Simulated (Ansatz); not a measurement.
**SiB4: a trial structure relaxed**

The task: take a trial cell of SiB4 to zero force and stress.

Method: DFT PBE, scalar-relativistic, plane waves, PAW, in Ansatz 0.2.0.

## (1) The system as given

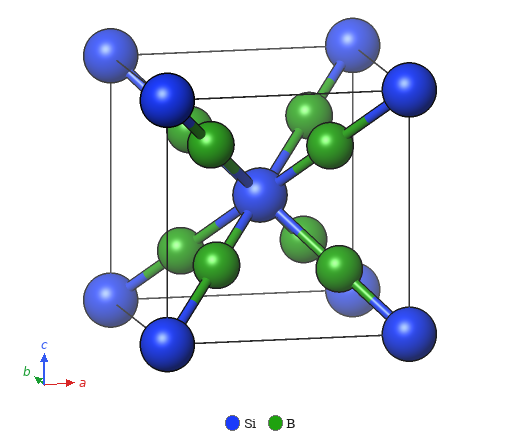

The starting structure, seen slightly off an axis (silicon blue, boron green). Atoms on the faces are drawn again on the opposite ones. The cell drawn here is the conventional one.

Structure file:

```
Si B
1.0
    -2.27442    2.27442    2.27442
     2.27442   -2.27442    2.27442
     2.27442    2.27442   -2.27442
Si B
1 4
Cartesian
  0.0000 0.0000 0.0000
  1.0679 1.0679 -1.0679
  1.0679 -1.0679 1.0679
  -1.0679 1.0679 1.0679
  1.2065 1.2065 1.2065
```

Recipe of the guess: CrGa4 type (Im-3m) distorted into a subgroup (I-43m, No. 217). Its size is a rough estimate.

## (2) The guess as it stands, on a coarse mesh

input.yaml reads:

```yaml
crystal:
  lattice:
    - [-2.27441687, 2.27441687, 2.27441687]
    - [2.27441687, -2.27441687, 2.27441687]
    - [2.27441687, 2.27441687, -2.27441687]
  atoms:
    - { symbol: Si, position: [0.0, 0.0, 0.0] }
    - { symbol: B, position: [0.0, 0.0, 0.46953855] }
    - { symbol: B, position: [0.0, 0.46953855, 0.0] }
    - { symbol: B, position: [0.46953855, 0.0, 0.0] }
    - { symbol: B, position: [0.53046145, 0.53046145, 0.53046145] }
basis:
  ecutwfc: 420
kpoints:
  mp_grid: { grid: [6, 6, 6] }
hamiltonian:
  xc: pbe
scf:
  occupations: { method: gaussian, width: 0.1 }
  lower_state_search: "off"
output:
  forces: true
  stress: true
  eigenvalues: true
```

The run is started by

```bash
$ ansatz run input.yaml --threads 1 --pin off --max-ram 2048MiB --backend cpu --events-out ev --progress --plain --runs-dir out
```

Log (excerpt; [...] marks lines left out):

```text
Warning: RAYON_NUM_THREADS=1 ignored (pool sized by the plan → 1); use --threads N
[...]
Pseudopotentials: kind: paw
Pseudopotential: Si, paw, valence charge 4, recommended cutoff 420 eV (normal), Si.paw.azcp
Pseudopotential: B, paw, valence charge 3, recommended cutoff 420 eV (normal), B.paw.azcp
Functional definition: PBE
[...]
Crystal: 5 atoms, lattice volume = 47.062 Å³
Basis set: ecut = 420 eV, 935 PW (Γ), exchange–correlation on 54×54×54 points (8 copies of the dense FFT grid, shifted against one another)
Bands: 13, of which v1, the nominal top of the filled ones, is band 8 counted from 1 (7 counted from 0)
Symmetry: 24 space group operations
Space group: I-43m (ITA 217), of the structure as read, at distance tolerance 3.6e-5 Å
k-points: 16 of 216 (time reversal used)
[...]
SCF iter   1: F=—  HF=-1251.516064 eV  |F-HF|=—  |Δ(HF+E_count)|=         —  Δρ=3.21e-3  dr2=3.27e-3  ethr=1.77e-3  ⟨swp⟩=5.2  Hψ=1284  notcnv=0
[...]
SCF iter   6: F=-1251.517069 eV  HF=-1251.517069 eV  |F-HF|=2.72e-8  |Δ(HF+E_count)|=   1.44e-7  Δρ=7.59e-6  dr2=4.08e-8  ethr=6.25e-10  ⟨swp⟩=6.1  Hψ=832  notcnv=0
[...]
SCF converged after 6 iterations
Free energy (F): -1251.517069 eV
[...]
E sigma→0 (E₀):  -1251.513540 eV
Entropy (-TS):   -0.007057 eV (-1.411 meV/atom)
Fermi energy:    8.549349 eV
[...]
--- Forces (eV/Å), atoms counted from 1 ---
  atom   1  Si    -0.00000000    -0.00000000    -0.00000000
  atom   2  B      2.17890752     2.17890752    -2.17890752
  atom   3  B      2.17890752    -2.17890752     2.17890752
  atom   4  B     -2.17890752     2.17890752     2.17890752
  atom   5  B     -2.17890752    -2.17890752    -2.17890752
[...]
--- Stress (GPa, compression-positive) ---
        5.932909      -0.000000       0.000000
        0.000000       5.932909       0.000000
        0.000000       0.000000       5.932909
  P = ⅓ Tr σ = 5.9329 GPa (59.329 kbar)
--- Band table (eV; the first three rows and the last of 16) ---
  k-point 0: bands = ["-6.0807", "2.7156", "2.7156", "2.7156", "6.3689", "6.3689", "6.3689", "6.8973", "6.8973", "6.8973", "9.2337", "13.4556", "13.4556"]
[...]
```

It took 1.5 s on 1 thread of Arm Neoverse V2, shared host; peak memory 0.34 GiB.

From the probe: pressure 5.9 GPa, largest force 3.77 eV/Å, gap on this mesh none (metal). A cheap, loose relaxation comes first.

## (3) Rough relaxation on the coarse mesh

input.yaml: that of step 2 with these lines changed.

```diff
@@ -24 +24,6 @@
   eigenvalues: true
+relax:
+  adjacent_minimum: "off"
+  f_tol: 0.04
+  max_steps: 70
+  cell: { stress_tol: 0.4 }
```

The run is started by

```bash
$ ansatz run input.yaml --threads 1 --pin off --max-ram 2048MiB --backend cpu --events-out ev --progress --plain --runs-dir out
```

Log:

```text
Warning: RAYON_NUM_THREADS=1 ignored (pool sized by the plan → 1); use --threads N
Engine: ansatz 0.2.0, aarch64-unknown-linux-gnu
Pseudopotentials: kind: paw
Pseudopotential: Si, paw, valence charge 4, recommended cutoff 420 eV (normal), Si.paw.azcp
Pseudopotential: B, paw, valence charge 3, recommended cutoff 420 eV (normal), B.paw.azcp
Functional definition: PBE
  parameter kappa = 0.804
  parameter beta = 0.06672455060314922
  exchange = pbe_x(kappa = kappa, mu = beta*pi^2/3)
  correlation = pbe_c(beta = beta)
Crystal: 5 atoms, lattice volume = 47.062 Å³
Basis set: ecut = 420 eV, 935 PW (Γ), exchange–correlation on 54×54×54 points (8 copies of the dense FFT grid, shifted against one another)
Bands: 13, of which v1, the nominal top of the filled ones, is band 8 counted from 1 (7 counted from 0)
Symmetry: 24 space group operations
Space group: I-43m (ITA 217), of the structure as read, at distance tolerance 3.6e-5 Å
k-points: 16 of 216 (time reversal used)
Non-local potential: Si, projectors of the file, l = 0: 2, l = 1: 2, l = 2: 2
Non-local potential: B, projectors of the file, l = 0: 2, l = 1: 2, l = 2: 1
PAW form: soft (Blöchl's): semilocal exchange-correlation on the pseudo side does not see the compensation charge
PAW one-centre angular grid: Si, 110 points (default); XC on 64 Gauss nodes
PAW one-centre angular grid: B, 110 points (default); XC on 64 Gauss nodes
Initial density: superposition of atomic densities (neutral atoms: chi_scale 0, normalization atom), corrected by the library's trained network
Initial wavefunctions: pseudopotential atomic-orbital guess
Functional: x = pbe(κ = 0.804, μ = 0.2195149727645171), c = pbe(β = 0.06672455060314922)
SCF iter   1: F=—  HF=-1251.516064 eV  |F-HF|=—  |Δ(HF+E_count)|=         —  Δρ=3.21e-3  dr2=3.27e-3  ethr=1.77e-3  ⟨swp⟩=5.2  Hψ=1284  notcnv=0
preconditioner: auto → none  [insulator: Δε(μ)=0.237 eV  Ē_g=9.285 eV  σ=0.100 eV  W_gap=0.88  n_scr=12 (ndim 8)  ℏωp=21.7 eV  f_vac=0.000  D(μ)=1.37/eV (n_scr^D=12)  ε∞_Penn≈6.4]
SCF iter   2: F=—  HF=-1251.516720 eV  |F-HF|=—  |Δ(HF+E_count)|=   6.56e-4  Δρ=1.44e-3  dr2=5.88e-4  ethr=2.05e-5  ⟨swp⟩=2.6  Hψ=455  notcnv=0
SCF iter   3: F=—  HF=-1251.517066 eV  |F-HF|=—  |Δ(HF+E_count)|=   3.45e-4  Δρ=3.36e-4  dr2=6.71e-5  ethr=3.67e-6  ⟨swp⟩=2.2  Hψ=341  notcnv=0
SCF iter   4: F=—  HF=-1251.517064 eV  |F-HF|=—  |Δ(HF+E_count)|=   1.49e-6  Δρ=9.51e-5  dr2=2.72e-6  ethr=4.20e-7  ⟨swp⟩=2.1  Hψ=320  notcnv=0
SCF iter   5: F=—  HF=-1251.517069 eV  |F-HF|=—  |Δ(HF+E_count)|=   4.66e-6  Δρ=2.51e-5  dr2=4.74e-7  ethr=1.70e-8  ⟨swp⟩=2.0  Hψ=332  notcnv=0
SCF iter   6: F=-1251.517069 eV  HF=-1251.517069 eV  |F-HF|=2.72e-8  |Δ(HF+E_count)|=   1.44e-7  Δρ=7.59e-6  dr2=4.08e-8  ethr=6.25e-10  ⟨swp⟩=6.1  Hψ=832  notcnv=0
SCF 1 converged in 6 iterations: F = -1251.517069 eV  dr2 = 4.08e-8
relax step   1: F+E_penalty+E_count = -1251.51706854 eV  Δ(F+E_penalty+E_count) = +0.000e0 eV  max|allowed force component| = 2.179e0 eV/Å  Δτ_max = 0.0000 Å  P = +5.933 GPa  Ω = 47.062 Å³  (6 SCF iters, dr2 threshold 1.00e-7 eV, accepted)
Crystal: 5 atoms, lattice volume = 46.253 Å³
Initial density: handed on by an earlier stage of this run
Initial wavefunctions: those handed on with the density
iter 1 solved again at ethr=4.11e-4 eV; its pass at ethr=3.10e-3 eV (dr2=6.58e-2 eV) is discarded
SCF iter   1: F=—  HF=-1252.291522 eV  |F-HF|=—  |Δ(HF+E_count)|=         —  Δρ=1.47e-2  dr2=6.38e-2  ethr=4.11e-4  ⟨swp⟩=1.0  Hψ=1616  notcnv=0
preconditioner: auto → none  [insulator: Δε(μ)=0.177 eV  Ē_g=9.565 eV  σ=0.100 eV  W_gap=0.74  n_scr=12 (ndim 8)  ℏωp=21.8 eV  f_vac=0.000  D(μ)=1.01/eV (n_scr^D=12)  ε∞_Penn≈6.2]
SCF iter   2: F=—  HF=-1252.275975 eV  |F-HF|=—  |Δ(HF+E_count)|=   1.55e-2  Δρ=5.84e-3  dr2=7.99e-3  ethr=3.99e-4  ⟨swp⟩=1.9  Hψ=315  notcnv=0
SCF iter   3: F=—  HF=-1252.274927 eV  |F-HF|=—  |Δ(HF+E_count)|=   1.05e-3  Δρ=1.10e-3  dr2=2.91e-4  ethr=4.99e-5  ⟨swp⟩=2.0  Hψ=331  notcnv=0
SCF iter   4: F=—  HF=-1252.274900 eV  |F-HF|=—  |Δ(HF+E_count)|=   2.66e-5  Δρ=2.88e-4  dr2=1.26e-5  ethr=1.82e-6  ⟨swp⟩=2.8  Hψ=338  notcnv=0
SCF iter   5: F=-1252.274904 eV  HF=-1252.274904 eV  |F-HF|=5.85e-9  |Δ(HF+E_count)|=   3.58e-6  Δρ=6.29e-6  dr2=6.51e-9  ethr=3.12e-9  ⟨swp⟩=4.4  Hψ=1085  notcnv=0
SCF 2 converged in 5 iterations: F = -1252.274904 eV  dr2 = 6.51e-9
relax step   2: F+E_penalty+E_count = -1252.27490352 eV  Δ(F+E_penalty+E_count) = -7.578e-1 eV  max|allowed force component| = 8.463e-1 eV/Å  Δτ_max = 0.0743 Å  P = +3.101 GPa  Ω = 46.253 Å³  energy of the carried Pulay correction = +1.021e-3 eV  (5 SCF iters, dr2 threshold 5.00e-7 eV, accepted)
Crystal: 5 atoms, lattice volume = 46.010 Å³
iter 1 solved again at ethr=1.34e-4 eV; its pass at ethr=3.10e-3 eV (dr2=2.15e-2 eV) is discarded
SCF iter   1: F=—  HF=-1252.409622 eV  |F-HF|=—  |Δ(HF+E_count)|=         —  Δρ=8.89e-3  dr2=2.15e-2  ethr=1.34e-4  ⟨swp⟩=1.0  Hψ=1607  notcnv=0
preconditioner: auto → none  [insulator: Δε(μ)=0.202 eV  Ē_g=9.658 eV  σ=0.100 eV  W_gap=0.78  n_scr=12 (ndim 8)  ℏωp=21.9 eV  f_vac=0.000  D(μ)=0.91/eV (n_scr^D=0)  ε∞_Penn≈6.1]
SCF iter   2: F=—  HF=-1252.404765 eV  |F-HF|=—  |Δ(HF+E_count)|=   4.86e-3  Δρ=3.66e-3  dr2=3.14e-3  ethr=1.34e-4  ⟨swp⟩=1.1  Hψ=211  notcnv=0
SCF iter   3: F=—  HF=-1252.404298 eV  |F-HF|=—  |Δ(HF+E_count)|=   4.67e-4  Δρ=3.72e-4  dr2=2.48e-5  ethr=1.96e-5  ⟨swp⟩=2.0  Hψ=323  notcnv=0
SCF iter   4: F=—  HF=-1252.404282 eV  |F-HF|=—  |Δ(HF+E_count)|=   1.60e-5  Δρ=8.80e-5  dr2=3.10e-6  ethr=1.55e-7  ⟨swp⟩=2.1  Hψ=324  notcnv=0
SCF iter   5: F=-1252.404281 eV  HF=-1252.404281 eV  |F-HF|=4.82e-9  |Δ(HF+E_count)|=   6.23e-7  Δρ=6.05e-6  dr2=4.92e-9  ethr=3.12e-9  ⟨swp⟩=6.6  Hψ=1101  notcnv=0
SCF 3 converged in 5 iterations: F = -1252.404281 eV  dr2 = 4.92e-9
relax step   3: F+E_penalty+E_count = -1252.40428120 eV  Δ(F+E_penalty+E_count) = -1.294e-1 eV  max|allowed force component| = 3.283e-3 eV/Å  Δτ_max = 0.0455 Å  P = +3.036 GPa  Ω = 46.010 Å³  energy of the carried Pulay correction = +1.330e-3 eV  (5 SCF iters, dr2 threshold 5.00e-7 eV, accepted)
Crystal: 5 atoms, lattice volume = 46.618 Å³
iter 1 solved again at ethr=7.58e-6 eV; its pass at ethr=3.10e-3 eV (dr2=1.21e-3 eV) is discarded
SCF iter   1: F=—  HF=-1252.410928 eV  |F-HF|=—  |Δ(HF+E_count)|=         —  Δρ=1.35e-3  dr2=1.23e-3  ethr=7.58e-6  ⟨swp⟩=1.2  Hψ=1344  notcnv=0
preconditioner: auto → none  [insulator: Δε(μ)=0.178 eV  Ē_g=9.568 eV  σ=0.100 eV  W_gap=0.75  n_scr=12 (ndim 8)  ℏωp=21.8 eV  f_vac=0.000  D(μ)=1.02/eV (n_scr^D=12)  ε∞_Penn≈6.2]
SCF iter   2: F=—  HF=-1252.410494 eV  |F-HF|=—  |Δ(HF+E_count)|=   4.34e-4  Δρ=4.64e-4  dr2=1.03e-4  ethr=7.58e-6  ⟨swp⟩=2.2  Hψ=328  notcnv=0
SCF iter   3: F=—  HF=-1252.410446 eV  |F-HF|=—  |Δ(HF+E_count)|=   4.87e-5  Δρ=1.06e-4  dr2=5.21e-6  ethr=6.41e-7  ⟨swp⟩=2.1  Hψ=340  notcnv=0
SCF iter   4: F=-1252.410445 eV  HF=-1252.410445 eV  |F-HF|=4.69e-8  |Δ(HF+E_count)|=   7.86e-7  Δρ=2.27e-5  dr2=1.23e-7  ethr=3.12e-9  ⟨swp⟩=6.4  Hψ=1170  notcnv=0
SCF 4 converged in 4 iterations: F = -1252.410445 eV  dr2 = 1.23e-7
relax step   4: F+E_penalty+E_count = -1252.41044507 eV  Δ(F+E_penalty+E_count) = -6.164e-3 eV  max|allowed force component| = 1.517e-2 eV/Å  Δτ_max = 0.0007 Å  P = +0.665 GPa  Ω = 46.618 Å³  energy of the carried Pulay correction = +5.572e-4 eV  (4 SCF iters, dr2 threshold 5.00e-7 eV, accepted)
Crystal: 5 atoms, lattice volume = 46.801 Å³
iter 1 solved again at ethr=6.99e-7 eV; its pass at ethr=3.10e-3 eV (dr2=1.12e-4 eV) is discarded
SCF iter   1: F=—  HF=-1252.410686 eV  |F-HF|=—  |Δ(HF+E_count)|=         —  Δρ=4.24e-4  dr2=1.14e-4  ethr=6.99e-7  ⟨swp⟩=1.2  Hψ=1306  notcnv=0
preconditioner: auto → none  [insulator: Δε(μ)=0.183 eV  Ē_g=9.542 eV  σ=0.100 eV  W_gap=0.76  n_scr=12 (ndim 8)  ℏωp=21.7 eV  f_vac=0.000  D(μ)=1.02/eV (n_scr^D=12)  ε∞_Penn≈6.2]
SCF iter   2: F=—  HF=-1252.410631 eV  |F-HF|=—  |Δ(HF+E_count)|=   5.56e-5  Δρ=1.54e-4  dr2=1.02e-5  ethr=6.99e-7  ⟨swp⟩=2.2  Hψ=333  notcnv=0
SCF iter   3: F=—  HF=-1252.410628 eV  |F-HF|=—  |Δ(HF+E_count)|=   2.77e-6  Δρ=3.63e-5  dr2=5.42e-7  ethr=6.38e-8  ⟨swp⟩=2.0  Hψ=340  notcnv=0
SCF iter   4: F=-1252.410628 eV  HF=-1252.410628 eV  |F-HF|=6.37e-9  |Δ(HF+E_count)|=   3.84e-8  Δρ=7.96e-6  dr2=1.48e-8  ethr=3.12e-9  ⟨swp⟩=5.1  Hψ=964  notcnv=0
SCF 5 converged in 4 iterations: F = -1252.410628 eV  dr2 = 1.48e-8
relax step   5: F+E_penalty+E_count = -1252.41062780 eV  Δ(F+E_penalty+E_count) = -1.827e-4 eV  max|allowed force component| = 7.057e-5 eV/Å  Δτ_max = 0.0008 Å  P = -0.016 GPa  Ω = 46.801 Å³  energy of the carried Pulay correction = +3.276e-4 eV  (4 SCF iters, dr2 threshold 5.00e-7 eV, accepted)
Initial wavefunctions: pseudopotential atomic-orbital guess (no wavefunctions were taken with the density)
iter 1 solved again at ethr=4.33e-7 eV; its pass at ethr=3.10e-3 eV (dr2=6.92e-5 eV) is discarded
SCF iter   1: F=—  HF=-1252.410375 eV  |F-HF|=—  |Δ(HF+E_count)|=         —  Δρ=1.22e-5  dr2=1.72e-8  ethr=4.33e-7  ⟨swp⟩=3.2  Hψ=1785  notcnv=0
eigensolver tolerance schedule: the retry pair's looser diagonalisation over-reported the residual by 4012.60 of it (diagonalisation noise at 1.27 of the residual, at the tolerance the schedule requests for it); recorded, not acted on — ethr = c·dr2/N_el stays at c = 1.0e-1
preconditioner: auto → none  [insulator: Δε(μ)=0.186 eV  Ē_g=9.543 eV  σ=0.100 eV  W_gap=0.77  n_scr=12 (ndim 8)  ℏωp=21.7 eV  f_vac=0.000  D(μ)=1.01/eV (n_scr^D=12)  ε∞_Penn≈6.2]
SCF iter   2: F=—  HF=-1252.410359 eV  |F-HF|=—  |Δ(HF+E_count)|=   1.63e-5  Δρ=6.49e-6  dr2=6.03e-9  ethr=1.08e-10  ⟨swp⟩=2.6  Hψ=362  notcnv=0
SCF iter   3: F=—  HF=-1252.410359 eV  |F-HF|=—  |Δ(HF+E_count)|=   1.41e-8  Δρ=1.99e-6  dr2=3.31e-9  ethr=2.00e-11  ⟨swp⟩=6.0  Hψ=918  notcnv=0
SCF iter   4: F=-1252.410359 eV  HF=-1252.410359 eV  |F-HF|=1.59e-10  |Δ(HF+E_count)|=   1.04e-9  Δρ=5.09e-7  dr2=2.12e-10  ethr=2.00e-11  ⟨swp⟩=4.0  Hψ=654  notcnv=0
SCF 6 converged in 4 iterations: F = -1252.410359 eV  dr2 = 2.12e-10
relax step   6: F+E_penalty+E_count = -1252.41035856 eV  Δ(F+E_penalty+E_count) = +2.692e-4 eV  max|allowed force component| = 8.160e-5 eV/Å  Δτ_max = 0.0000 Å  P = -0.015 GPa  Ω = 46.801 Å³  stress off target by 1.46e-2 GPa  SCF on the basis re-selected at this cell (its energy is not comparable with the rows above)  (4 SCF iters)
basis re-selected at this cell: Δ(F+E_penalty+E_count) = +2.692e-4 eV, ΔP = +0.001 GPa vs the last step (what re-selecting the basis moved, of the pressure what is left beyond the Pulay correction that the steps carried, after the strain that the cell walked since its last selection, with what the two solves' SCF thresholds leave and, on support functions, any second-order correction that the steps lacked; it is no measure of the basis error at this ecutwfc). This SCF's stress stands 1.46e-2 GPa from its target on what of the cell is left free (relax.cell.stress_tol is 4.00e-1 GPa) and its largest allowed force component is 8.16e-5 eV/Å (relax.f_tol is 4.00e-2 eV/Å): within both
SCF converged after 4 iterations
Free energy (F): -1252.410359 eV
Harris-Foulkes:  -1252.410359 eV  (|F-HF|=1.59e-10)
Internal energy: -1252.405330 eV  (E = F + TS)
E sigma→0 (E₀):  -1252.407844 eV
Entropy (-TS):   -0.005029 eV (-1.006 meV/atom)
Fermi energy:    8.651467 eV
--- Per-component energies (eV) ---
  E_band       = 45.569657
  E_kinetic    = 225.471795
  E_local      = -89.535201  (includes V_loc(G=0)·N_el)
  E_nonlocal   = 75.390913
  E_hartree    = 21.652211
  E_xc         = -181.021302
  E_vxc        = -195.983411  (∫ρ·V_xc dr)
  E_paw        = -827.050996  (= ΣΔE_a)
  E_vpaw       = -13.078920  (= ΣTr[D̂ρ^β])
  E_aug_tail   = -0.000004  (compensation charges beyond the density's cutoff)
  E_ewald      = -477.312747
  E_smearing   = -0.005029  (= −TS)
  E_closure    = 0.000000  (closes the sum)
  Σ components = -1252.410359   (vs F -1252.410359, Δ=0.00e0)
--- Forces (eV/Å), atoms counted from 1 ---
  atom   1  Si    -0.00000000    -0.00000000     0.00000000
  atom   2  B      0.00008160     0.00008160    -0.00008160
  atom   3  B      0.00008160    -0.00008160     0.00008160
  atom   4  B     -0.00008160     0.00008160     0.00008160
  atom   5  B     -0.00008160    -0.00008160    -0.00008160
  max |Σ_I F_I| component: 4.07e-20 eV/Å
--- Stress (GPa, compression-positive) ---
       -0.014624      -0.000000       0.000000
        0.000000      -0.014624       0.000000
        0.000000       0.000000      -0.014624
  P = ⅓ Tr σ = -0.0146 GPa (-0.146 kbar)
--- Band table (eV; the first three rows and the last of 16) ---
  k-point 0: bands = ["-6.0297", "2.8094", "2.8094", "2.8094", "6.4588", "6.4588", "6.4588", "6.8874", "6.8874", "6.8874", "9.8557", "13.8102", "13.8102"]
  k-point 1: bands = ["-5.7236", "1.5784", "2.4309", "2.8513", "5.1154", "5.1720", "6.9006", "7.2830", "8.2428", "8.7774", "11.0290", "13.5258", "14.5122"]
  k-point 2: bands = ["-4.8600", "-0.6000", "1.8944", "2.8885", "4.1799", "4.2510", "7.3616", "8.9960", "9.3761", "11.0627", "11.2352", "12.4875", "14.4137"]
  k-point 15: bands = ["-2.6729", "0.0225", "0.0225", "0.0225", "2.6855", "2.6855", "8.2145", "8.2145", "8.2145", "13.9372", "16.5258", "16.5258", "16.5258"]
--- Relaxed structure (5 steps of the walk, 5 accepted, 1 SCFs on fresh bases) ---
  F+E_penalty+E_count = -1252.41035856 eV   max|allowed force component| = 8.160e-5 eV/Å   (the final SCF, on the basis selected at the relaxed cell)
  cell:  # Å, volume = 46.8007 Å³
    - [-2.2701996091621686, 2.2701996091621686, 2.2701996091621686]
    - [2.2701996091621686, -2.2701996091621686, 2.2701996091621686]
    - [2.2701996091621686, 2.2701996091621686, -2.2701996091621686]
  atoms:
    - { symbol: Si, position: [-3.003175792773064e-19, -1.5254226249006027e-19, -1.3728803624105434e-18] }
    - { symbol: B, position: [0.0, 0.0, 0.49999884530225186] }
    - { symbol: B, position: [0.0, 0.49999884530225186, 0.0] }
    - { symbol: B, position: [0.49999884530225186, 0.0, 0.0] }
    - { symbol: B, position: [0.5000011546977482, 0.5000011546977482, 0.5000011546977482] }
```

Run time: 9.8 s. Hardware: 1 thread of Arm Neoverse V2, shared host; peak memory 0.36 GiB.

Relaxation path:

| step | E - E(step 1) (eV/cell) | largest force component (eV/Å) | pressure (GPa) | volume (Å³) |
| --- | --- | --- | --- | --- |
| 1 | 0.0000 | 2.1789 | 5.93 | 47.06 |
| 2 | -0.7578 | 0.8463 | 3.10 | 46.25 |
| 3 | -0.8872 | 0.0033 | 3.04 | 46.01 |
| 4 | -0.8934 | 0.0152 | 0.67 | 46.62 |
| 5 | -0.8936 | 0.0001 | -0.02 | 46.80 |
| 6 | -0.8933 | 0.0001 | -0.01 | 46.80 |

Step 1 is the start. Step 6 repeats the geometry before it on a plane-wave basis chosen anew for that cell, so its energy need not be comparable with the rows above.

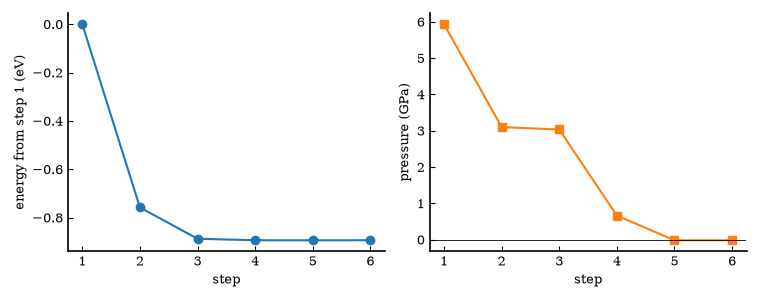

Energy and pressure along the relaxation.

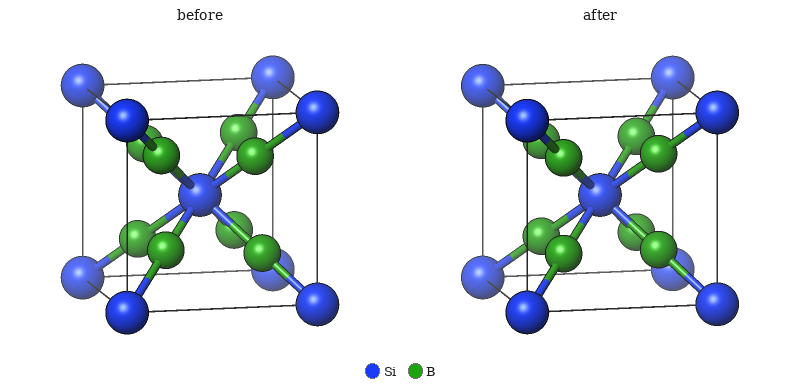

Before and after, at one scale. The change is too small to see at this scale.

Lengths and angles in the start's conventional setting:

|  | before | after | change |
| --- | --- | --- | --- |
| a (Å) | 4.549 | 4.540 | -0.2 % |
| b (Å) | 4.549 | 4.540 | -0.2 % |
| c (Å) | 4.549 | 4.540 | -0.2 % |
| volume (Å³/atom) | 9.41 | 9.36 | -0.6 % |
| shortest distance (Å) | 1.850 | 1.966 | +6.3 % |
| space group (0.01 Å) | I-43m | Im-3m | changed |

(Part 1 of 2 ends here.)
